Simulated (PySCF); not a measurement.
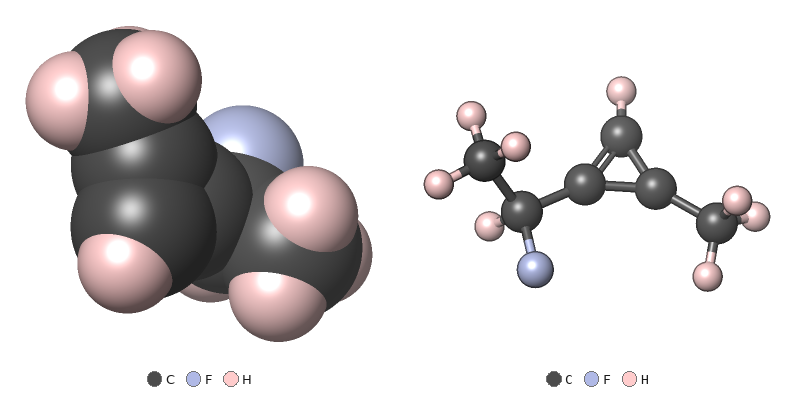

The same structure drawn twice, from different directions.

Charge +1, singlet. The computed structure is the end point of a GFN2-xTB optimisation. No frequency run is at hand to confirm it as a minimum.

What is the molecular formula?

C₆H₈F⁺, 15 atoms: 6 carbon, 8 hydrogen and 1 fluorine.

What is the point group of this geometry?

C1.

What is its SMILES?

C[c+]1cc1[C@H](C)F

Name functional groups in it.

Among them: C–F bond.

Count the bonded pairs by element.

8 C–H, 6 C–C, 1 C–F.

The parts below concern this one geometry. Atoms keep their numbers from picture to picture.

Geometry

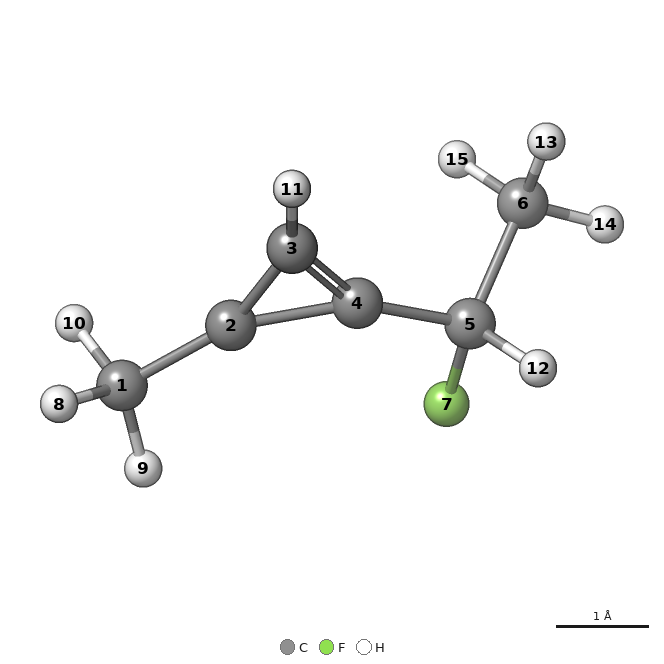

No frequency run is at hand to confirm it as a minimum.

What are the angles C1–C2–C3, C2–C1–H8, C2–C1–H9, C2–C1–H10, C2–C3–C4, C2–C3–H11, C3–C2–C4, C3–C4–C5, C4–C5–F7, C5–C6–H13, C5–C6–H15, C6–C5–F7?

| angle | degrees |
| --- | --- |
| C1–C2–C3 | 151.6 |
| C2–C1–H8 | 111.5 |
| C2–C1–H9 | 111.6 |
| C2–C1–H10 | 108.0 |
| C2–C3–C4 | 61.3 |
| C2–C3–H11 | 150.3 |
| C3–C2–C4 | 59.1 |
| C3–C4–C5 | 151.9 |
| C4–C5–F7 | 108.9 |
| C5–C6–H13 | 110.5 |
| C5–C6–H15 | 110.5 |
| C6–C5–F7 | 110.5 |

Charges

The questions are on Mulliken charges. No frequency run is at hand to confirm it as a minimum. Properties computed with PBE0/pcSseg-1, gas phase (PySCF 2.14.0).

List the Mulliken charges.

```
atom  value (e)
  C1      −0.15
  C2      −0.03
  C3       0.09
  C4       0.07
  C5       0.15
  C6      −0.27
  F7      −0.29
  H8       0.20
  H9       0.20
 H10       0.21
 H11       0.15
 H12       0.19
 H13       0.15
 H14       0.18
 H15       0.15
```

Ring current

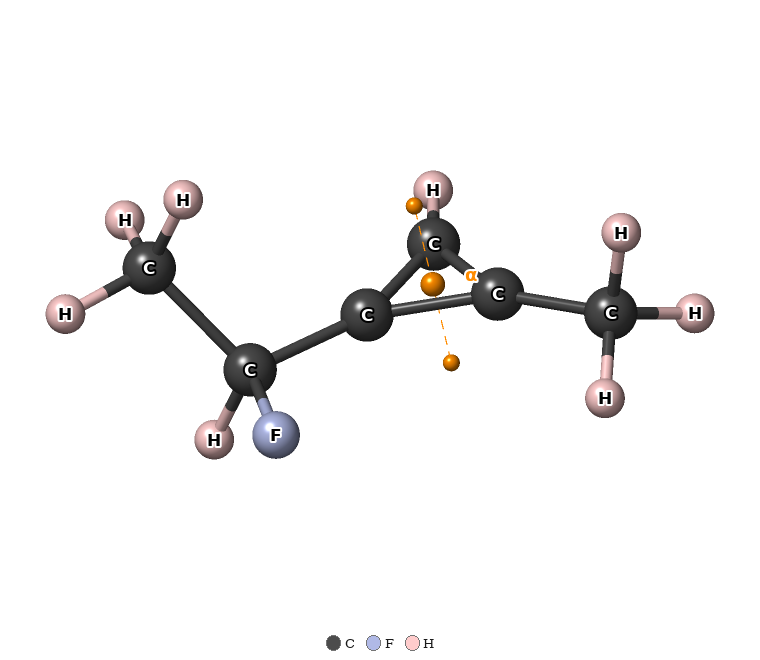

The small points mark where nucleus-independent chemical shifts (NICS) were computed: at the centre of each lettered ring and 1 Å above and below it. No frequency run is at hand to confirm it as a minimum. Properties computed with GIAO PBE0/pcSseg-1 NMR shielding, non-relativistic, gas phase (PySCF 2.14.0).

Give NICS(0), NICS(1) and the out-of-plane component NICS(1)zz for each ring (means of the two sides).

| ring | members | NICS(0) | NICS(1) | NICS(1)zz |
| --- | --- | --- | --- | --- |
| α | C3 | −24.5 | −14.2 | −24.2 |

Values in ppm.

Polarisability

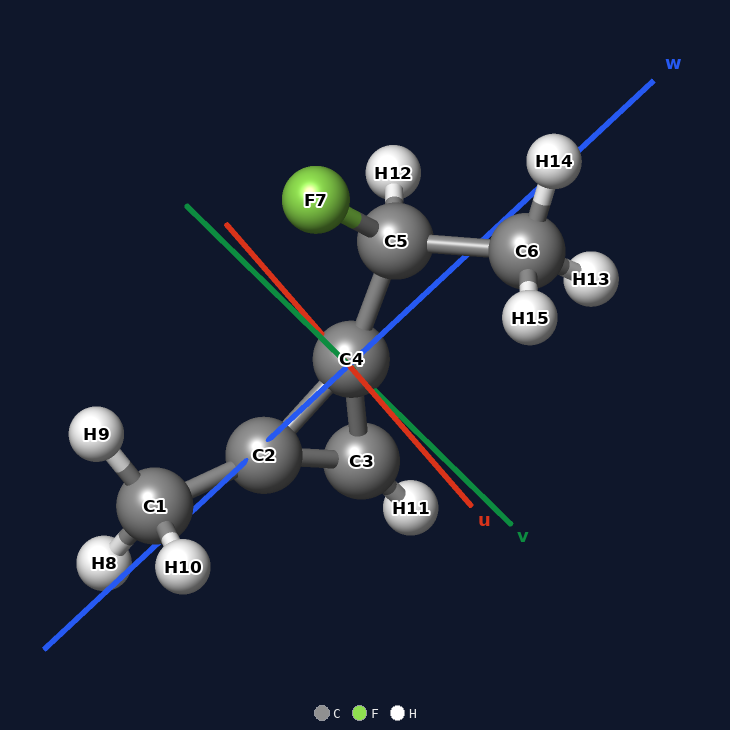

The lines u, v and w are the principal axes of the static dipole polarisability. No frequency run is at hand to confirm it as a minimum. Computed with PBE0/def2-SVPD (PySCF 2.14.0).

Along which axis is the molecule most polarisable, and along which least?

Most along w (nearly parallel to the C2–C4 bond), least along u.

Give the three principal values.

u 47.8, v 61.4, w 79.8 bohr³; mean 63.0, anisotropy 27.9 bohr³.

Mulliken values depend strongly on the basis set and can even reverse the polarity of a bond.
